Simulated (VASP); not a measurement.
Band structure of ZrSe2 (1T layered). Computed with vdW-DF-cx, VASP's PBE PAW potentials (set 64) (plane waves; VASP).

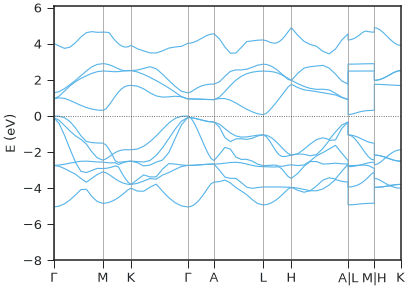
Bands along high-symmetry lines, zero at the valence-band maximum or, without a gap, the Fermi level

Task: Read the plot: is there a gap, and where are the band edges?

Result: The gap is indirect, 0.08 eV, from the valence maximum at Γ to the conduction minimum at L. (Edges off the drawn lines would not show.)

The compound is ZrSe2 in the 1T layered structure. It was relaxed first.
